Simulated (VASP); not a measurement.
# Bi2Pd (Froodite) with PBEsol: from relaxation to properties, part 6 of 7

Aim: relax Bi2Pd (Froodite), then compute properties on the relaxed cell. The start is a cell from a database of measured crystal structures.

VASP 6.6.1; PBEsol; plane waves and PAW (Bi_d, Pd).

So far. Step 5 (Bands along the symmetry lines (PBEsol)): There is no gap at this level. Step 6 (Density of states (PBEsol)): The finer mesh and the other smearing move the Fermi level by +0.01 eV from the 7×5×7 run, a small shift, which tests the Fermi level alone. Of the states within 0.3 eV of the Fermi level, the largest shares in the PAW spheres are Bi p 32 %, Pd d 20 % and Pd p 6 %. The rest lies in smaller channels or between the spheres.

**7. Vibrations at Γ (PBEsol) (continued)**

OUTCAR, selected parts (step 7):

```text
   k-points           NKPTS =    114   k-points in BZ     NKDIM =    114   number of bands    NBANDS=     49

   NELECT =      80.0000    total number of electrons

  Total       -0.0988284      0.1675882      0.1132761      0.0000000      0.0000000      0.0046844
  in kB       -1.0650217      1.8060104      1.2207168      0.0000000      0.0000000      0.0504817
  external PRESSURE =       0.6539018 kB  Pullay stress =       0.0000000 kB

 POSITION                                       TOTAL-FORCE (eV/Angst)
 -----------------------------------------------------------------------------------
      1.59563     -0.00000      1.70923        -0.001712      0.000000      0.057220
      3.50514      2.12073      3.75701         0.001712     -0.000000     -0.057220
     -0.06734      2.12073      4.35770        -0.062511     -0.000000     -0.010868
      5.16811      0.00000      1.10855         0.062511      0.000000      0.010868
      1.80215      0.00000      4.55582        -0.014034      0.000000      0.027306
      3.29862      2.12073      0.91043         0.014034     -0.000000     -0.027306
 -----------------------------------------------------------------------------------
    total drift:                               -0.000000      0.000000     -0.000000

 Eigenvectors and eigenvalues of the dynamical matrix
 ----------------------------------------------------

   1 f  =    5.147781 THz    32.344460 2PiTHz  171.711482 cm-1    21.289501 meV
             X         Y         Z           dx          dy          dz
      1.595629 -0.000000  1.709234    -0.000000    0.168729   -0.000000
      3.505144  2.120730  3.757014    -0.000000   -0.168729   -0.000000
     -0.067341  2.120730  4.357696     0.000000   -0.146004   -0.000000
      5.168113  0.000000  1.108551     0.000000    0.146004   -0.000000
      1.802149  0.000000  4.555817     0.000000    0.670979   -0.000000
      3.298623  2.120730  0.910431     0.000000   -0.670979    0.000000

   2 f  =    4.357473 THz    27.378810 2PiTHz  145.349651 cm-1    18.021052 meV
             X         Y         Z           dx          dy          dz
      1.595629 -0.000000  1.709234     0.067080    0.000000    0.164757
      3.505144  2.120730  3.757014    -0.067080    0.000000   -0.164757
     -0.067341  2.120730  4.357696    -0.018578    0.000000   -0.038419
      5.168113  0.000000  1.108551     0.018578    0.000000    0.038419
      1.802149  0.000000  4.555817    -0.036891   -0.000000   -0.682036
      3.298623  2.120730  0.910431     0.036891   -0.000000    0.682036

   3 f  =    4.079320 THz    25.631126 2PiTHz  136.071481 cm-1    16.870706 meV
             X         Y         Z           dx          dy          dz
      1.595629 -0.000000  1.709234    -0.184307    0.000000    0.139948
      3.505144  2.120730  3.757014    -0.184307    0.000000    0.139948
     -0.067341  2.120730  4.357696    -0.247442    0.000000   -0.130785
      5.168113  0.000000  1.108551    -0.247442    0.000000   -0.130785
      1.802149  0.000000  4.555817     0.606575   -0.000000   -0.013426
      3.298623  2.120730  0.910431     0.606575   -0.000000   -0.013426

   4 f  =    4.028819 THz    25.313814 2PiTHz  134.386924 cm-1    16.661848 meV
             X         Y         Z           dx          dy          dz
      1.595629 -0.000000  1.709234    -0.000000   -0.203434    0.000000
      3.505144  2.120730  3.757014    -0.000000   -0.203434    0.000000
     -0.067341  2.120730  4.357696    -0.000000   -0.246564   -0.000000
      5.168113  0.000000  1.108551    -0.000000   -0.246564   -0.000000
      1.802149  0.000000  4.555817     0.000000    0.630731   -0.000000
      3.298623  2.120730  0.910431     0.000000    0.630731    0.000000

   5 f  =    3.533567 THz    22.202053 2PiTHz  117.867093 cm-1    14.613650 meV
             X         Y         Z           dx          dy          dz
      1.595629 -0.000000  1.709234    -0.226701   -0.000000    0.090421
      3.505144  2.120730  3.757014     0.226701   -0.000000   -0.090421
[...]
3.505144  2.120730  3.757014     0.470953   -0.000000    0.011910
     -0.067341  2.120730  4.357696    -0.484616   -0.000000   -0.205791
      5.168113  0.000000  1.108551     0.484616    0.000000    0.205791
      1.802149  0.000000  4.555817    -0.017571    0.000000   -0.023454
      3.298623  2.120730  0.910431     0.017571    0.000000    0.023454

   8 f  =    2.693673 THz    16.924849 2PiTHz   89.851271 cm-1    11.140133 meV
             X         Y         Z           dx          dy          dz
      1.595629 -0.000000  1.709234    -0.067633    0.000000   -0.405980
      3.505144  2.120730  3.757014     0.067633   -0.000000    0.405980
     -0.067341  2.120730  4.357696    -0.145076    0.000000    0.538929
      5.168113  0.000000  1.108551     0.145076    0.000000   -0.538929
      1.802149  0.000000  4.555817    -0.051394    0.000000   -0.128349
      3.298623  2.120730  0.910431     0.051394    0.000000    0.128349

   9 f  =    2.283997 THz    14.350773 2PiTHz   76.185923 cm-1     9.445846 meV
             X         Y         Z           dx          dy          dz
      1.595629 -0.000000  1.709234    -0.000000    0.508484    0.000000
      3.505144  2.120730  3.757014    -0.000000    0.508484   -0.000000
     -0.067341  2.120730  4.357696     0.000000   -0.490584    0.000000
      5.168113  0.000000  1.108551     0.000000   -0.490584   -0.000000
      1.802149  0.000000  4.555817     0.000000   -0.027773    0.000000
      3.298623  2.120730  0.910431     0.000000   -0.027773    0.000000

  10 f  =    2.199679 THz    13.820992 2PiTHz   73.373399 cm-1     9.097138 meV
             X         Y         Z           dx          dy          dz
      1.595629 -0.000000  1.709234     0.475078   -0.000000    0.221863
      3.505144  2.120730  3.757014     0.475078    0.000000    0.221863
     -0.067341  2.120730  4.357696    -0.408234   -0.000000   -0.075673
      5.168113  0.000000  1.108551    -0.408234   -0.000000   -0.075673
      1.802149  0.000000  4.555817    -0.094316    0.000000   -0.209287
      3.298623  2.120730  0.910431    -0.094316    0.000000   -0.209287

  11 f  =    2.074825 THz    13.036509 2PiTHz   69.208705 cm-1     8.580782 meV
             X         Y         Z           dx          dy          dz
      1.595629 -0.000000  1.709234    -0.000000   -0.549279   -0.000000
      3.505144  2.120730  3.757014    -0.000000    0.549279    0.000000
     -0.067341  2.120730  4.357696     0.000000   -0.443348   -0.000000
      5.168113  0.000000  1.108551     0.000000    0.443348    0.000000
      1.802149  0.000000  4.555817    -0.000000    0.041654    0.000000
      3.298623  2.120730  0.910431     0.000000   -0.041654    0.000000

  12 f  =    1.984740 THz    12.470490 2PiTHz   66.203806 cm-1     8.208222 meV
             X         Y         Z           dx          dy          dz
      1.595629 -0.000000  1.709234     0.007475   -0.000000    0.544239
      3.505144  2.120730  3.757014    -0.007475    0.000000   -0.544239
     -0.067341  2.120730  4.357696    -0.193131    0.000000    0.389803
      5.168113  0.000000  1.108551     0.193131   -0.000000   -0.389803
      1.802149  0.000000  4.555817     0.040806    0.000000    0.113301
      3.298623  2.120730  0.910431    -0.040806   -0.000000   -0.113301

  13 f  =    1.769540 THz    11.118345 2PiTHz   59.025485 cm-1     7.318224 meV
             X         Y         Z           dx          dy          dz
      1.595629 -0.000000  1.709234     0.000000   -0.412096   -0.000000
      3.505144  2.120730  3.757014     0.000000    0.412096   -0.000000
     -0.067341  2.120730  4.357696    -0.000000    0.531155    0.000000
      5.168113  0.000000  1.108551    -0.000000   -0.531155    0.000000
      1.802149  0.000000  4.555817     0.000000    0.219207   -0.000000
      3.298623  2.120730  0.910431     0.000000   -0.219207   -0.000000
    [... 43 further lines ...]
      1.802149  0.000000  4.555817    -0.074475    0.000000   -0.310479
      3.298623  2.120730  0.910431    -0.074475    0.000000   -0.310479

 ELASTIC MODULI CONTR FROM IONIC RELAXATION (kBar)
 Direction    XX          YY          ZZ          XY          YZ          ZX
 --------------------------------------------------------------------------------
 XX        -286.9347   -308.9825   -141.2870      0.0000      0.0000     10.0755
 YY        -308.9825   -345.6071   -138.6000      0.0000      0.0000      3.5964
 ZZ        -141.2870   -138.6000   -240.7470      0.0000      0.0000     -9.6503
 XY           0.0000      0.0000      0.0000   -258.1422     -9.6480      0.0000
 YZ           0.0000      0.0000      0.0000     -9.6480    -83.0217      0.0000
 ZX          10.0755      3.5964     -9.6503      0.0000      0.0000    -58.2847
 --------------------------------------------------------------------------------

[... 6 parts as in an earlier step ...]

[... 4 further parts left out ...]
```

Energies printed during the response cycles are not total energies of the cell.

This step gave:

```yaml
bands: 49
irreducible_k_points: 114
pressure_of_the_cell: 0.06539 GPa
largest_force_of_the_cell: 0.06345 eV/Å
fermi_energy: 8.574 eV
```

The modes at Γ (shares of kinetic energy by element, %):

| mode | frequency (cm⁻¹) | symmetry | Bi % | Pd % |
| --- | --- | --- | --- | --- |
| 1 | -0.5 | acoustic | 80 | 20 |
| 2 | -0.2 | acoustic | 80 | 20 |
| 3 | -0.1 | acoustic | 80 | 20 |
| 4 | 49.8 | Ag | 78 | 22 |
| 5 | 58.0 | Bu | 85 | 15 |
| 6 | 59.0 | Bg | 90 | 10 |
| 7 | 66.2 | Ag | 97 | 3 |
| 8 | 69.2 | Bg | 100 | 0 |
| 9 | 73.4 | Bu | 89 | 11 |
| 10 | 76.2 | Au | 100 | 0 |
| 11 | 89.9 | Ag | 96 | 4 |
| 12 | 97.0 | Ag | 100 | 0 |
| 13 | 114.1 | Bu | 40 | 60 |
| 14 | 117.9 | Ag | 22 | 78 |
| 15 | 134.4 | Au | 20 | 80 |
| 16 | 136.1 | Bu | 26 | 74 |
| 17 | 145.3 | Ag | 7 | 93 |
| 18 | 171.7 | Bg | 10 | 90 |

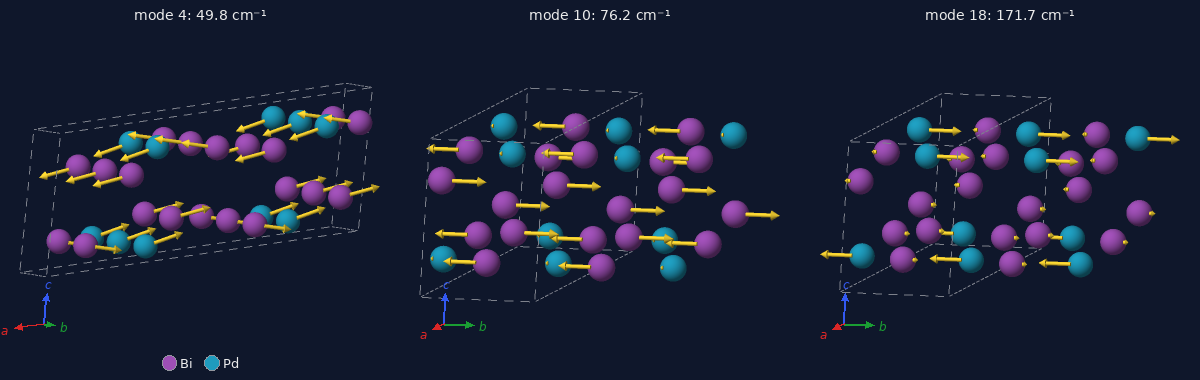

Displacement patterns of modes 4, 10 and 18 at Γ; arrows are exaggerated. 1×2×1 conventional cells are drawn. Some periodic images of atoms are drawn too.

The three acoustic modes lie within 0.5 cm⁻¹ of zero, and all others are real. By the characters of their eigenvectors the optical modes sort into (cm⁻¹) Raman active: Ag 50, Bg 59, Ag 66, Bg 69, Ag 90, Ag 97, Ag 118, Ag 145, Bg 172; infrared active: Bu 58, Bu 73, Au 76, Bu 114, Au 134, Bu 136. With a centre of inversion no mode is active in both.

**8. Volume scan with PBEsol, volume scale 0.94**

An equation of state needs energies on both sides of the minimum, all on one mesh and cutoff.

INCAR

```
SYSTEM = Bi2Pd
PREC = Accurate
ENCUT = 400
EDIFF = 1E-06
NELM = 100
ISMEAR = 1
SIGMA = 0.2
LREAL = .FALSE.
ALGO = Normal
GGA = PS
NBANDS = 49
LASPH = .TRUE.
LORBIT = 11
LWAVE = .FALSE.
LCHARG = .FALSE.
KPAR = 4
ISIF = 2
```

POSCAR

```
Bi2Pd
1.0
    0.0000000000      4.1548758159      0.0000000000
   -1.2457985614      0.0000000000      5.3966430299
    6.2424442688     -2.0774379079     -0.0419830095
Bi Pd
4 2
Direct
    0.1563973809      0.3126895134      0.3127947619
    0.8436026191      0.6873104866      0.6872052381
    0.5737602750      0.7921465577      0.1475205500
    0.4262397250      0.2078534423      0.8524794500
    0.2242658676      0.8304505870      0.4485317351
    0.7757341324      0.1695494130      0.5514682649
```

KPOINTS

```
Automatic mesh
0
Gamma
7 5 7
0 0 0
```

PAW data sets: Bi_d and Pd (PBE family, release 64).

Run with:

```sh
$ mpirun -np 4 vasp_std
```

Log:

```text
[... set-up lines as in an earlier step ...]
 entering main loop
       N       E                     dE             d eps       ncg     rms          rms(c)
DAV:   1     0.906502489503E+03    0.90650E+03   -0.34669E+04  7121   0.176E+03
DAV:   2     0.796892466208E+02   -0.82681E+03   -0.80168E+03  7120   0.528E+02
DAV:   3    -0.259512075253E+02   -0.10564E+03   -0.10136E+03  8021   0.199E+02
DAV:   4    -0.308585335255E+02   -0.49073E+01   -0.48575E+01  8015   0.447E+01
DAV:   5    -0.310987002258E+02   -0.24017E+00   -0.24008E+00  9316   0.916E+00    0.935E+00
DAV:   6    -0.306688697699E+02    0.42983E+00   -0.83412E-01  8074   0.556E+00    0.472E+00
DAV:   7    -0.305732005739E+02    0.95669E-01   -0.34836E-01  7918   0.422E+00    0.180E+00
DAV:   8    -0.305459347288E+02    0.27266E-01   -0.15276E-01  8269   0.256E+00    0.559E-01
DAV:   9    -0.305440075277E+02    0.19272E-02   -0.20679E-02  9449   0.922E-01    0.135E-01
DAV:  10    -0.305438090400E+02    0.19849E-03   -0.26977E-03  7879   0.452E-01    0.506E-02
DAV:  11    -0.305438099718E+02   -0.93178E-06   -0.28458E-04  8714   0.924E-02    0.103E-02
DAV:  12    -0.305438098643E+02    0.10743E-06   -0.28157E-05  9516   0.412E-02    0.676E-03
DAV:  13    -0.305438087419E+02    0.11224E-05   -0.15970E-06  4272   0.103E-02    0.185E-03
DAV:  14    -0.305438081448E+02    0.59714E-06   -0.36196E-07  3682   0.628E-03
   1 F= -.30543808E+02 E0= -.30544927E+02  d E =0.335523E-02
```

Run time: 39 s. Hardware: 4 MPI ranks of Intel Xeon 6975P-C (Granite Rapids), shared host; peak memory 1.5 GiB; 2.4 min of CPU time.

From OUTCAR (step 8):

```text
   ENCUT  =  400.0 eV  29.40 Ry    5.42 a.u.   6.78  9.03 10.73*2*pi/ulx,y,z

   NELECT =      80.0000    total number of electrons

 E-fermi :   9.4892

 k-point     1 :       0.0000    0.0000    0.0000
  band No.  band energies     occupation
    ...
     35       6.9956      2.00000
     36       7.0460      2.00000
     37       7.3872      2.00000
     38       8.0587      2.00000
     39       9.2852      2.05415
     40       9.7380     -0.07080
     41       9.8141     -0.04385
     42      12.0655     -0.00000
     43      12.1084     -0.00000
     44      12.5519     -0.00000
    ...

  Total        5.4987218      5.8283954      5.8622370      0.0000000      0.0000000     -0.0402600
  in kB       63.0392009     66.8186909     67.2066620      0.0000000      0.0000000     -0.4615544
  external PRESSURE =      65.6881846 kB  Pullay stress =       0.0000000 kB

 POSITION                                       TOTAL-FORCE (eV/Angst)
 -----------------------------------------------------------------------------------
      1.56306     -0.00000      1.67434        -0.409758     -0.000000      0.015337
      3.43359      2.07744      3.68032         0.409758      0.000000     -0.015337
     -0.06597      2.07744      4.26874        -0.389548     -0.000000     -0.191741
      5.06261      0.00000      1.08592         0.389548      0.000000      0.191741
      1.76536      0.00000      4.46281        -0.051366     -0.000000     -0.068518
      3.23129      2.07744      0.89185         0.051366      0.000000      0.068518
 -----------------------------------------------------------------------------------
    total drift:                               -0.000000      0.000000     -0.000000

  FREE ENERGIE OF THE ION-ELECTRON SYSTEM (eV)
  ---------------------------------------------------
  free  energy   TOTEN  =       -30.5438081448 eV

  energy  without entropy=      -30.5471633736  energy(sigma->0) =      -30.54492655

[... 2 parts as in an earlier step ...]

[... 14 further parts left out ...]
```

The scan keeps the cell's shape and the fractional positions fixed.

Numbers from this step:

```
electronic cycles       : 14
irreducible k-points    : 72
free energy (TOTEN)     : -30.54 eV
energy at zero smearing : -30.54 eV
Fermi energy            : 9.489 eV
pressure                : 6.569 GPa
```

Force by atom:

| atom | x (eV/Å) | y (eV/Å) | z (eV/Å) | size |
| --- | --- | --- | --- | --- |
| Bi1 | -0.410 | 0.000 | 0.015 | 0.410 |
| Bi2 | 0.410 | 0.000 | -0.015 | 0.410 |
| Bi3 | -0.390 | 0.000 | -0.192 | 0.434 |
| Bi4 | 0.390 | 0.000 | 0.192 | 0.434 |
| Pd5 | -0.051 | 0.000 | -0.069 | 0.086 |
| Pd6 | 0.051 | 0.000 | 0.069 | 0.086 |

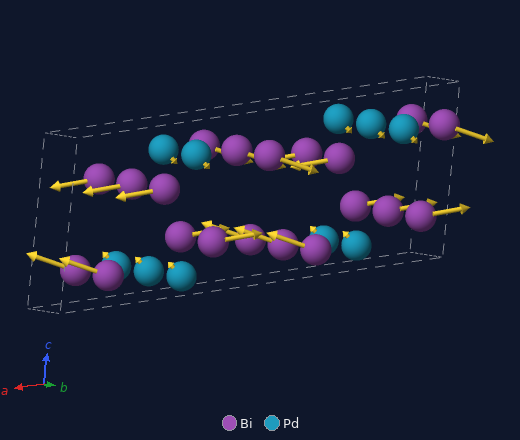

Force as arrows, the longest 0.434 eV/Å. 1×2×1 conventional cells are drawn. Some periodic images of atoms are drawn too.

The pressure here is 6.57 GPa.

**9. Volume scan with PBEsol, volume scale 0.96**

INCAR is that of step 8.

POSCAR: that of step 8 with these lines changed.

```diff
@@ -2,5 +2,5 @@
 1.0
-    0.0000000000      4.1548758159      0.0000000000
-   -1.2457985614      0.0000000000      5.3966430299
-    6.2424442688     -2.0774379079     -0.0419830095
+    0.0000000000      4.1841364688      0.0000000000
+   -1.2545720797      0.0000000000      5.4346488105
+    6.2864065924     -2.0920682344     -0.0422786742
 Bi Pd
```

KPOINTS is that of step 8.

Run with:

```sh
$ mpirun -np 4 vasp_std
```

Log:

```text
[... set-up lines as in an earlier step ...]
 entering main loop
       N       E                     dE             d eps       ncg     rms          rms(c)
DAV:   1     0.903069821846E+03    0.90307E+03   -0.34582E+04  7113   0.175E+03
DAV:   2     0.788352961131E+02   -0.82423E+03   -0.79933E+03  7080   0.526E+02
DAV:   3    -0.261618369924E+02   -0.10500E+03   -0.10043E+03  8110   0.198E+02
DAV:   4    -0.309625147034E+02   -0.48007E+01   -0.47548E+01  7968   0.443E+01
DAV:   5    -0.311978931460E+02   -0.23538E+00   -0.23533E+00  9540   0.907E+00    0.877E+00
DAV:   6    -0.307675382924E+02    0.43035E+00   -0.81102E-01  8010   0.545E+00    0.440E+00
DAV:   7    -0.306738654998E+02    0.93673E-01   -0.34315E-01  7898   0.409E+00    0.170E+00
DAV:   8    -0.306485416963E+02    0.25324E-01   -0.14748E-01  8150   0.249E+00    0.561E-01
DAV:   9    -0.306465755820E+02    0.19661E-02   -0.19846E-02  9408   0.908E-01    0.132E-01
DAV:  10    -0.306463787079E+02    0.19687E-03   -0.25542E-03  7937   0.446E-01    0.505E-02
DAV:  11    -0.306463811450E+02   -0.24370E-05   -0.28082E-04  8775   0.898E-02    0.101E-02
DAV:  12    -0.306463811081E+02    0.36896E-07   -0.26364E-05  9513   0.423E-02    0.671E-03
DAV:  13    -0.306463800579E+02    0.10502E-05   -0.15930E-06  4158   0.107E-02    0.187E-03
DAV:  14    -0.306463794717E+02    0.58615E-06   -0.37386E-07  3653   0.655E-03
   1 F= -.30646379E+02 E0= -.30647663E+02  d E =0.385130E-02
```

Wall time 39 s (4 MPI ranks); peak memory 1.5 GiB.

OUTCAR, selected parts (step 9):

```text
   ENCUT  =  400.0 eV  29.40 Ry    5.42 a.u.   6.82  9.10 10.80*2*pi/ulx,y,z

   NELECT =      80.0000    total number of electrons

 E-fermi :   9.1716

 k-point     1 :       0.0000    0.0000    0.0000
  band No.  band energies     occupation
    ...
     35       6.7578      2.00000
     36       6.7921      2.00000
     37       7.1332      2.00000
     38       7.7951      2.00000
     39       8.9923      2.02157
     40       9.4345     -0.06872
     41       9.4750     -0.05377
     42      11.7204     -0.00000
     43      11.7379     -0.00000
     44      12.1675     -0.00000
    ...

  Total        3.5189377      3.7233523      3.7528994      0.0000000      0.0000000     -0.0346861
  in kB       39.5018242     41.7964800     42.1281608      0.0000000      0.0000000     -0.3893691
  external PRESSURE =      41.1421550 kB  Pullay stress =       0.0000000 kB

 POSITION                                       TOTAL-FORCE (eV/Angst)
 -----------------------------------------------------------------------------------
      1.57406     -0.00000      1.68613        -0.258849      0.000000      0.008260
      3.45777      2.09207      3.70624         0.258849      0.000000     -0.008260
     -0.06643      2.09207      4.29880        -0.249893     -0.000000     -0.119924
      5.09827      0.00000      1.09357         0.249893      0.000000      0.119924
      1.77779      0.00000      4.49424        -0.030402      0.000000     -0.044080
      3.25404      2.09207      0.89813         0.030402      0.000000      0.044080
 -----------------------------------------------------------------------------------
    total drift:                               -0.000000      0.000000      0.000000

  FREE ENERGIE OF THE ION-ELECTRON SYSTEM (eV)
  ---------------------------------------------------
  free  energy   TOTEN  =       -30.6463794717 eV

  energy  without entropy=      -30.6502307765  energy(sigma->0) =      -30.64766324

[... 3 parts as in an earlier step ...]

[... 13 further parts left out ...]
```

Numbers from this step:

```
free energy (TOTEN)     : -30.65 eV
energy at zero smearing : -30.65 eV
Fermi energy            : 9.172 eV
pressure                : 4.114 GPa
```

Force by atom:

| atom | x (eV/Å) | y (eV/Å) | z (eV/Å) | size |
| --- | --- | --- | --- | --- |
| Bi1 | -0.259 | 0.000 | 0.008 | 0.259 |
| Bi2 | 0.259 | 0.000 | -0.008 | 0.259 |
| Bi3 | -0.250 | 0.000 | -0.120 | 0.277 |
| Bi4 | 0.250 | 0.000 | 0.120 | 0.277 |
| Pd5 | -0.030 | 0.000 | -0.044 | 0.054 |
| Pd6 | 0.030 | 0.000 | 0.044 | 0.054 |

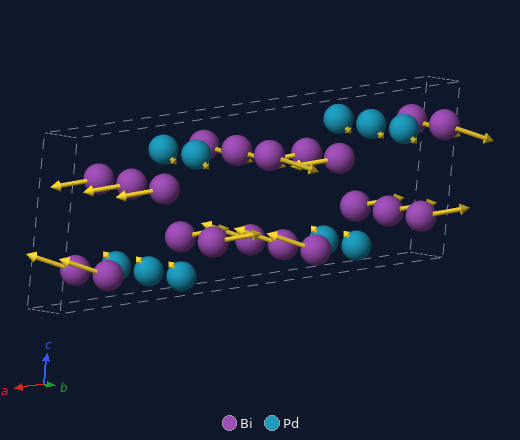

Force as arrows, the longest 0.277 eV/Å. 1×2×1 conventional cells are drawn. Some periodic images of atoms are drawn too.

The pressure falls from 6.57 to 4.11 GPa.

(Part 6 of 7 ends here.)

[Lines on the potential files, build, host, timing and source positions are cut from VASP's logs without a mark.]

[Logs are printed without paths, hosts, clocks, repeated set-up lines and the standing remarks that a program may print on its own settings, such as how far it seeks lower states.]

[Hosts, paths, dates, database ids (printed as entryN), source tags and the programs' standing remarks are cut or masked in the printed files.]

[A measured line is paired with the nearest computed mode of its activity, which favours agreement.]
